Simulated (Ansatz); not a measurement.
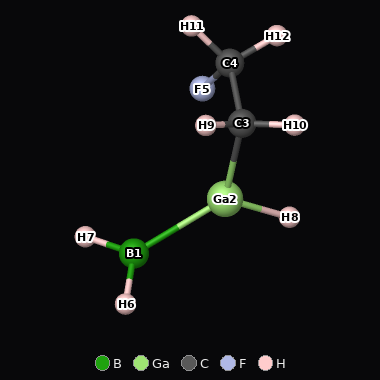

The system is C2H7BFGa, SMILES [BH2][GaH][CH2]CF; the picture shows the reference structure. First axis: dihedral B1–Ga2–C3–C4. Second axis: dihedral H6–B1–Ga2–C3. Nothing is relaxed (all other coordinates rigid). Grid: 8 × 8 points. Energies: eV, counted from the relaxed molecule at the same level. Energies and slopes of some neighbouring points disagree (a jump in structure or state, or too coarse a mesh). The calculation used RKS PBE0-D4/def2-SVP in Ansatz 0.2.0.

Its coordinates:

```xyz
12

B    -2.4966   -0.2399    0.2591
Ga   -0.5195   -0.7462    0.6068
C     0.9533    0.6377    0.5060
C     1.5071    0.2657   -0.8396
F     0.6080   -0.6833   -1.4320
H    -3.2185    0.1730    1.1415
H    -3.0064   -0.3227   -0.8369
H    -0.0462   -2.1579    1.1313
H     0.5642    1.6651    0.5371
H     1.6857    0.5098    1.3153
H     1.5678    1.0913   -1.5639
H     2.4782   -0.2477   -0.7906
```

Range: dihedral B1–Ga2–C3–C4 from −180 to 135°; dihedral H6–B1–Ga2–C3 from −180 to 135°.

> Predict the map.

The lowest grid point is at dihedral B1–Ga2–C3–C4 = −90°, dihedral H6–B1–Ga2–C3 = 90°, 0.033 eV from the relaxed molecule at the same level. The same energy is found at dihedral B1–Ga2–C3–C4 = −90°, dihedral H6–B1–Ga2–C3 = −90°. Other grid points that lie below all their neighbours: dihedral B1–Ga2–C3–C4 = 90°, dihedral H6–B1–Ga2–C3 = −90° (0.029 eV higher); dihedral B1–Ga2–C3–C4 = 90°, dihedral H6–B1–Ga2–C3 = 90° (0.030 eV higher). The highest grid point, dihedral B1–Ga2–C3–C4 = 0°, dihedral H6–B1–Ga2–C3 = 0°, lies 2.12 eV above the lowest.

```
dihedral H6–B1–Ga2–C3 ↓, dihedral B1–Ga2–C3–C4 →  −180  −135   −90   −45     0    45    90   135
                                             135  1.30  0.33  0.11  0.45  1.29  0.48  0.14  0.85
                                              90  1.19  0.23  0.03  0.50  0.57  0.30  0.06  0.74
                                              45  1.36  0.37  0.14  0.90  1.08  0.27  0.19  0.88
                                               0  1.49  0.48  0.23  0.81  2.16  0.45  0.28  1.02
                                             −45  1.30  0.33  0.11  0.44  1.30  0.48  0.14  0.85
                                             −90  1.19  0.23  0.03  0.50  0.57  0.29  0.06  0.74
                                            −135  1.36  0.36  0.14  0.90  1.08  0.27  0.18  0.88
                                            −180  1.49  0.48  0.23  0.81  2.14  0.45  0.28  1.02
```

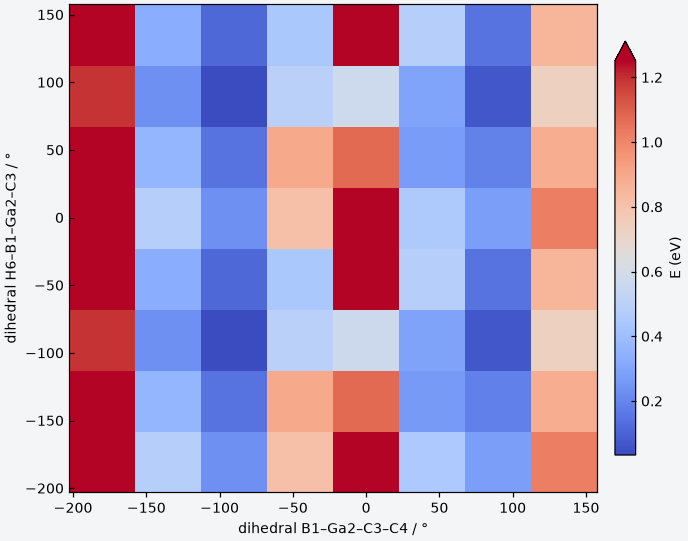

Drawn: one coloured cell a grid point, one colour for all values above the top of the scale.

Time for the 64 points that were run: 15 min on 1 thread of Arm Neoverse V1 (shared host).
